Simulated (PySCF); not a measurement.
## Electronic structure of GeN (doublet) in real space

```yaml
atoms:
  - { symbol: Ge, position_ang: [0.0000, 0.0000, -0.2766] }
  - { symbol: N, position_ang: [0.0000, 0.0000, 1.4604] }
```

Method: PBE0/cc-pVTZ(-PP), non-relativistic Hamiltonian with scalar-relativistic core potentials where named, at a bond length of 1.737 Å in PySCF.

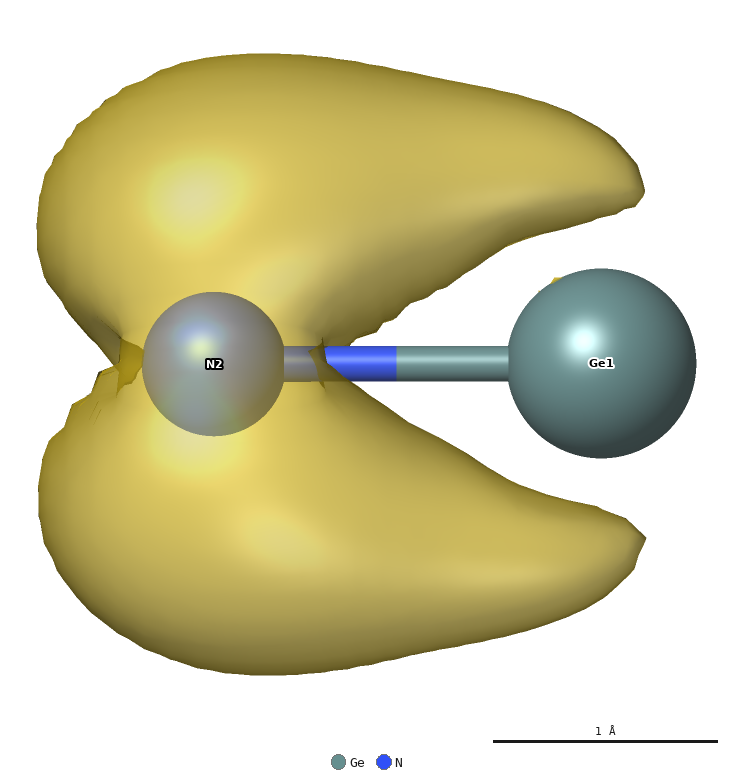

Figure 1. Isosurfaces of the spin density (α minus β) at +0.03 (yellow) and −0.03 e/Å³ (cyan), seen from one side.

**Which atoms carry the spin?**

The unpaired spin (1 electron) lies mostly on N2 (about 0.9) and Ge1 (about 0.1), in electrons by Hirshfeld's partition.

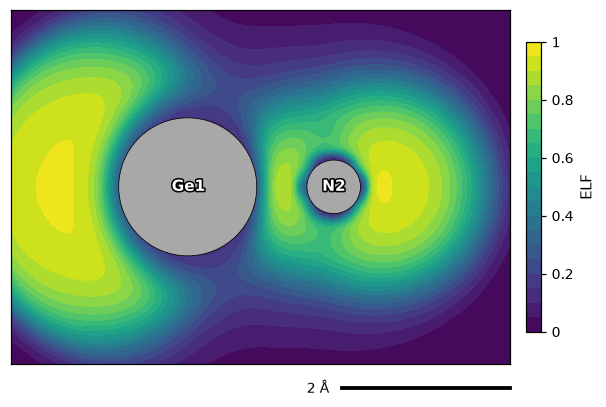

Figure 2. ELF on a plane that holds the molecular axis. Grey discs cover the atomic cores.

**What do the fields say about this system?**

The section cuts through Ge and N sites.
Ge–N (1.74 Å): the ELF peaks at about 0.90 in the valence shell of N, 0.6 Å from its nucleus, and is about 0.40 at the midpoint.
The ELF also peaks beside N2, away from the bonds: non-bonding electrons, paired or unpaired.

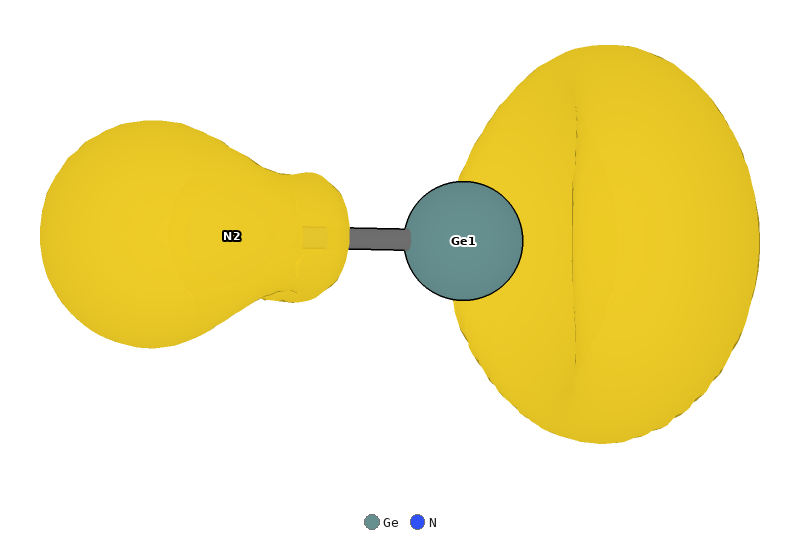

Figure 3. Isosurface of the electron localisation function at 0.8 (yellow), seen from one side. Only the valence region is drawn (cores and ρ < 0.01 e/Å³ removed).

**Where are the electrons localised?**

The ELF exceeds this value in one lobe on Ge, pointing away from the bonds (non-bonding electrons) and one lobe on N, pointing away from the bonds (non-bonding electrons).

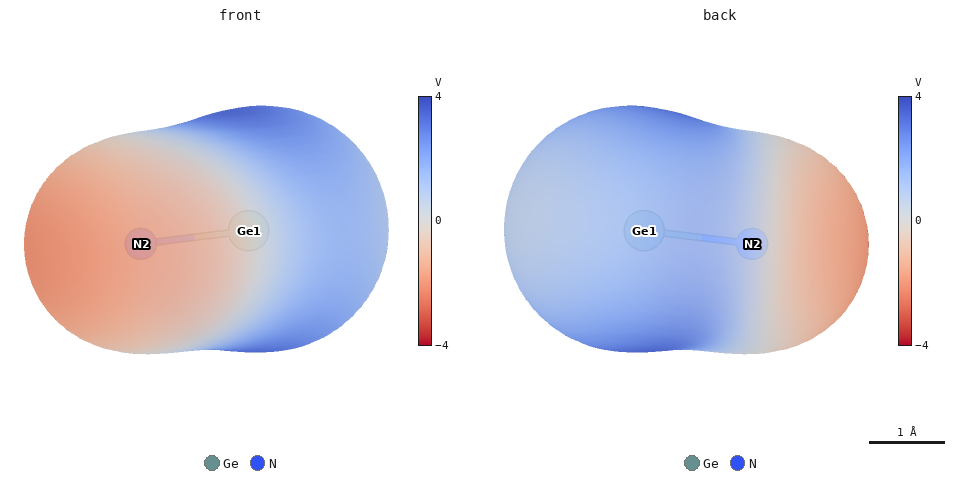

Figure 4. The electrostatic potential painted on the density surface at 0.004 e/bohr³, seen from the front and from behind; the colour scale runs from red (negative) to blue (positive).

**Describe the electrostatic potential map.**

The most negative region (about −2.1 V, or −48 kcal/mol for a unit charge) lies over N2, the most positive (about +3.4 V, or +78 kcal/mol for a unit charge) over Ge1. N2 is the likeliest acceptor of a hydrogen bond.
